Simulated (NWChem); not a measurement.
**One shape, several levels: NaCl (SMILES [Na][Cl])**

Wanted: a comparison of 6 runs (HF/STO-3G, HF/3-21G, HF/def2-SVP, PBE0/pcseg-2, M06-2X/cc-pVTZ, CCSD(T)/def2-SVP) of NaCl. 

The results are computed with NWChem 7.3.0.

1 further run of the same task is left out (set aside as unsound or not needed).

## 1. Starting point

NaCl: 2 atoms, total charge 0, spin state singlet. As SMILES, `[Na][Cl]`. The shape is that of a PBE0-D4/def2-TZVP optimisation.

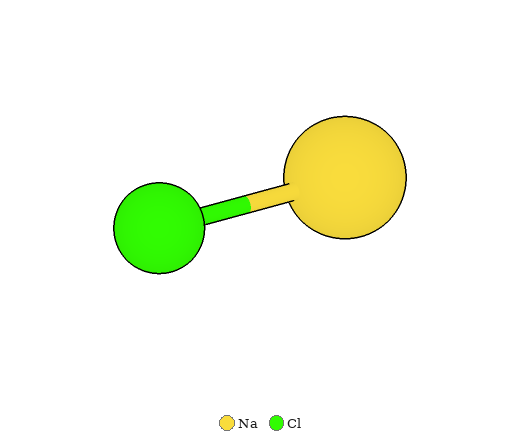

The structure, seen from a chosen angle (sodium yellow, chlorine green).

## 2. Energy and gradient at HF/STO-3G (run 1)

run.py

```python
from ase import Atoms
from ase.calculators.nwchem import NWChem

system = Atoms(['Na', 'Cl'], positions=[
    [-0.989600, 0.304100, -0.517000],
    [1.019100, -0.364200, 0.521000],
])

calc = NWChem(
    label='nw',
    theory='scf',
    memory='2200 mb',
    basis='STO-3G',
    basispar='spherical bse',
    scf={'nopen': '0', 'rhf': None, 'thresh': '1e-08', 'maxiter': '80'},
)
system.calc = calc

forces = system.get_forces()
print(f"energy = {system.get_potential_energy():.6f} eV")
print("forces (eV/A):")
for s, f in zip(system.symbols, forces):
    print(f"{s:2s} {f[0]:10.5f} {f[1]:10.5f} {f[2]:10.5f}")
print("dipole (e A):", system.get_dipole_moment().round(4))
```

Started as:

```bash
export ASE_NWCHEM_COMMAND="nwchem PREFIX.nwi > PREFIX.nwo"
python run.py
```

Log:

```text
energy = -16722.059479 eV
forces (eV/A):
Na    1.31461   -0.43734    0.67934
Cl   -1.31461    0.43734   -0.67934
dipole (e A): [-1.7418  0.5795 -0.9001]
```

The calculator wrote nw.nwi:

```
title "nw"

permanent_dir nw

scratch_dir nw

start nw

geometry units angstrom nocenter noautosym noautoz
  Na -9.8960000000000004e-01 3.0409999999999998e-01 -5.1700000000000002e-01
  Cl 1.0190999999999999e+00 -3.6420000000000002e-01 5.2100000000000002e-01
end

memory 2200 mb

basis spherical bse noprint
   * library STO-3G
end

scf
  nopen 0
  rhf
  thresh 1e-08
  maxiter 80
end

task scf gradient
```

nw.nwo:

```text
Northwest Computational Chemistry Package (NWChem) 7.3.0
             --------------------------------------------------------

           Job information
           ---------------

    nwchem branch   = 7.3.0
    use scalapack   = T
    input           = nw.nwi
    prefix          = nw.
    data base       = nw/nw.db
    status          = startup
    nproc           =        1

           Memory information
           ------------------

    heap     =     72089594 doubles =      550.0 Mbytes
    stack    =     72089599 doubles =      550.0 Mbytes
    global   =    144179200 doubles =     1100.0 Mbytes (distinct from heap & stack)
    total    =    288358393 doubles =     2200.0 Mbytes
    verify   = yes
    hardfail = no

[... 101 lines left out ...]
 Convergence threshold     :          1.000E-08
[... 12 lines left out ...]
       Final RHF  results
[... 3 lines left out ...]
      One-electron energy =   -943.346531039747
[... 1 line left out ...]
 Nuclear repulsion energy =     41.970737305388
[... 26 lines left out ...]
                       ROHF Final Molecular Orbital Analysis
[... 133 lines left out ...]
                              NWChem Gradients Module
                              -----------------------

                                        nw

  wavefunction    =   RHF

                         RHF ENERGY GRADIENTS

    atom               coordinates                        gradient
                 x          y          z           x          y          z
   1 Na     -1.870073   0.574666  -0.976988   -0.025565   0.008505  -0.013211
   2 Cl      1.925820  -0.688238   0.984547    0.025565  -0.008505   0.013211

                 ----------------------------------------
                 |  Time  |  1-e(secs)   |  2-e(secs)   |
                 ----------------------------------------
                 |  CPU   |       0.00   |       0.09   |
                 ----------------------------------------
                 |  WALL  |       0.00   |       0.09   |
                 ----------------------------------------

 Task  times  cpu:        0.3s     wall:        0.3s
 Total times  cpu:        0.3s     wall:        0.3s
```

Run time: 1.8 s. Hardware: 1 thread of Intel Xeon, shared host; peak memory 0.099 GiB.

## 3. Energy and forces at HF/3-21G (run 2)

run.py

```python
from ase import Atoms
from ase.calculators.nwchem import NWChem

atoms = Atoms('NaCl', positions=[
    [-0.989600, 0.304100, -0.517000],
    [1.019100, -0.364200, 0.521000],
])

calc = NWChem(
    label='clna',
    theory='scf',
    memory='2200 mb',
    basis='3-21G',
    basispar='spherical bse',
    scf={'nopen': '0', 'rhf': None, 'thresh': '1e-08', 'maxiter': '80', 'print': 'low'},
)
atoms.calc = calc

forces = atoms.get_forces()
print("Total energy (eV):", round(atoms.get_potential_energy(), 6))
print("forces (eV/A):")
for s, f in zip(atoms.symbols, forces):
    print(f"{s:2s} {f[0]:10.5f} {f[1]:10.5f} {f[2]:10.5f}")
```

Started as:

```bash
export ASE_NWCHEM_COMMAND="nwchem PREFIX.nwi > PREFIX.nwo"
python run.py
```

Log:

```text
Total energy (eV): -16823.239776
forces (eV/A):
Na   -0.37276    0.12403   -0.19263
Cl    0.37276   -0.12403    0.19263
```

The calculator wrote clna.nwi:

```
title "clna"

permanent_dir clna

scratch_dir clna

start clna

geometry units angstrom nocenter noautosym noautoz
  Na -9.8960000000000004e-01 3.0409999999999998e-01 -5.1700000000000002e-01
  Cl 1.0190999999999999e+00 -3.6420000000000002e-01 5.2100000000000002e-01
end

memory 2200 mb

basis spherical bse noprint
   * library 3-21G
end

scf
  nopen 0
  rhf
  thresh 1e-08
  maxiter 80
  print low
end

task scf gradient
```

clna.nwo:

```text
Northwest Computational Chemistry Package (NWChem) 7.3.0
             --------------------------------------------------------

           Job information
           ---------------

    nwchem branch   = 7.3.0
    use scalapack   = T
    input           = clna.nwi
    prefix          = clna.
    data base       = clna/clna.db
    status          = startup
    nproc           =        1

           Memory information
           ------------------

    heap     =     72089594 doubles =      550.0 Mbytes
    stack    =     72089599 doubles =      550.0 Mbytes
    global   =    144179200 doubles =     1100.0 Mbytes (distinct from heap & stack)
    total    =    288358393 doubles =     2200.0 Mbytes
    verify   = yes
    hardfail = no

[... 33 lines left out ...]
            Nuclear Dipole moment (a.u.)
[... 39 lines left out ...]
 Forming initial guess at       0.0s

 Starting SCF solution at       0.0s

       Final RHF  results
       ------------------

         Total SCF energy =   -618.242663585005
      One-electron energy =   -945.568068800136
      Two-electron energy =    285.354667909742
 Nuclear repulsion energy =     41.970737305388

        Time for solution =      0.4s

                              NWChem Gradients Module
                              -----------------------

                         RHF ENERGY GRADIENTS

    atom               coordinates                        gradient
                 x          y          z           x          y          z
   1 Na     -1.870073   0.574666  -0.976988    0.007249  -0.002412   0.003746
   2 Cl      1.925820  -0.688238   0.984547   -0.007249   0.002412  -0.003746

 Task  times  cpu:        0.6s     wall:        0.6s
 Total times  cpu:        0.6s     wall:        0.6s
```

It took 2.1 s on 1 thread of Intel Xeon, shared host; peak memory 0.098 GiB.

Runs 3 to 5 aren't shown in full; the table further down has their settings and results.

## 4. The energy at CCSD(T)/def2-SVP (run 6)

clna.nw

```
start clna
memory 2200 mb
geometry units angstrom noautosym nocenter noautoz
  Na    -0.989600     0.304100    -0.517000
  Cl     1.019100    -0.364200     0.521000
end
basis spherical bse
  * library def2-SVP
end
scf
  thresh 1e-08
  maxiter 80
  print medium
end
ccsd
  freeze core 6
  maxiter 60
end
task ccsd(t) energy
```

Started as:

```bash
nwchem clna.nw > clna.out
```

Log:

```text
[...]
  functions       =    33
[...]
  wavefunction    = RHF
[...]
         Total SCF energy =   -621.222351915520
      One-electron energy =   -949.162691748543
      Two-electron energy =    285.969602527636
 Nuclear repulsion energy =     41.970737305388
        Time for solution =      1.0s
[...]
 Total MP2 energy:           -621.360980940898912
[...]
             energy      energy      error      ampl     ampl      Block
                                                time     time      time
[...]
 Total CCSD energy:           -621.373020215841393
[...]
 Total CCSD+T(CCSD) energy:           -621.375191776867837
[...]
 Total CCSD(T) energy:                -621.375115342208005
[...]
```

Wall time 5.1 s (1 thread of Intel Xeon, shared host); peak memory 0.1 GiB.

## 5. Overview of the runs

```
run             level  iteration cap   module  energy (Eh)  dipole moment (D)  HOMO energy (eV)  LUMO energy (eV)  wall time
  1         HF/STO-3G             80      scf  -614.524356               9.82             -5.46             10.46      1.8 s
  2          HF/3-21G             80      scf  -618.242664                  –                 –                 –      2.1 s
  3       HF/def2-SVP             80      scf  -621.222352               8.92                 –                 –      2.3 s
  4      PBE0/pcseg-2            100      dft  -622.333358               8.89             -6.48             -1.74        9 s
  5    M06-2X/cc-pVTZ            100      dft  -622.549882               8.87             -7.74             -1.65       60 s
  6  CCSD(T)/def2-SVP             80  ccsd(t)  -621.375115                  –             -9.20             -0.26      5.1 s
```

## 6. Outcome

```
                                          quantity          value
                               run 6: total energy  -621.37512 Eh
        run 6: HOMO energy (Hartree–Fock orbitals)       -9.20 eV
        run 6: LUMO energy (Hartree–Fock orbitals)       -0.26 eV
      run 6: HOMO–LUMO gap (Hartree–Fock orbitals)        8.94 eV
run 6: correlation energy (6 core orbitals frozen)     -152.8 mEh
                             run 6: (T) correction      -2.10 mEh
```

What this shows: Over runs 1, 3, 4, 5 the dipole moment (its size) runs from 8.87 D (M06-2X/cc-pVTZ) to 9.82 D (HF/STO-3G). The two ends differ in method and basis. Over runs 1, 4, 5 the HOMO–LUMO gap runs from 4.74 eV (PBE0/pcseg-2) to 15.92 eV (HF/STO-3G). Totals of different functionals can't be ranked against each other. In run 1 the basis is minimal, so the values are rough. All runs together took 80 s, the longest 60 s.
